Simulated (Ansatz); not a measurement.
C2H6In (SMILES C[CH2][InH]) (doublet)

```
atom   x (Å)    y (Å)   z (Å)
   C  1.1184   0.0518  0.8059
   C  1.6675   1.2699  1.5311
  In  3.1037   0.7473  3.1518
   H  0.4094   0.3368  0.0072
   H  1.9141  -0.5421  0.3283
   H  0.5777  -0.6277  1.4840
   H  0.8713   1.8665  2.0058
   H  2.2050   1.9520  0.8519
   H  3.4589  -0.9826  3.4136
```

Geometry: PBE0-D3(BJ)/def2-SVP; core potentials replace the inner electrons of In.

Level of theory: isolated molecule in a Gaussian basis; Kohn-Sham density functional theory, functional PBE0 (Ansatz 0.2.0).

Q: What can the converged electron density, electron localisation function and spin density tell about the bonding?

A: C–C (1.52 Å): ρ is about 1.6 e/Å³ halfway; the ELF peaks at about 0.95 between the atoms: a covalent bond.
C–In (2.23 Å): the density is about 0.59 e/Å³ at the midpoint; the ELF peaks at about 0.90 in the valence shell of C, 0.7 Å from its nucleus, and drops to about 0.20 between the two atoms.
C–H (1.11 Å): the density is about 1.9 e/Å³ at the midpoint; the ELF climbs to about 1 towards the hydrogen, as it does in any bond to H: a covalent bond by its length.
In–H (1.79 Å): ρ is about 1 e/Å³ halfway; the ELF climbs to about 1 towards the hydrogen.
The unpaired spin (1 electron) lies mostly on In3 (about 0.7), C2 (about 0.1) and H9 (about 0.1), in electrons by Hirshfeld's partition.

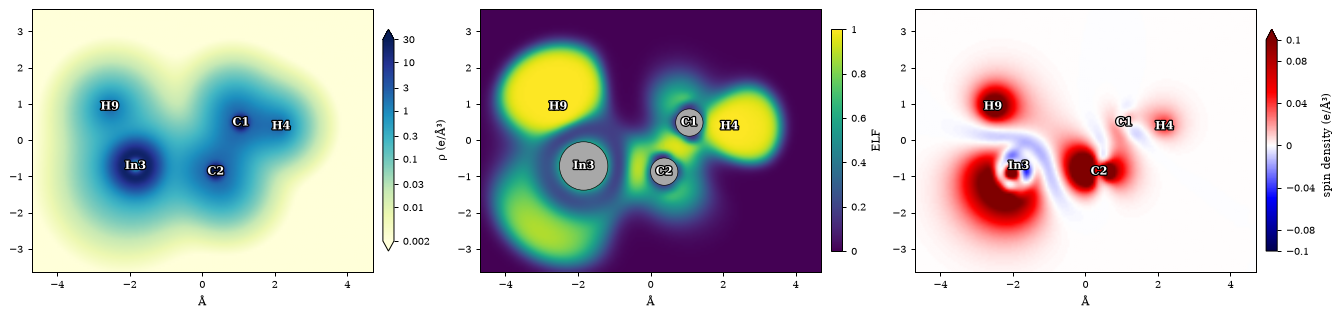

Computed electron density, electron localisation function and spin density on the plane of atoms C2, In3 and H9, in this order. Grey discs cover the atomic cores in the ELF map. 
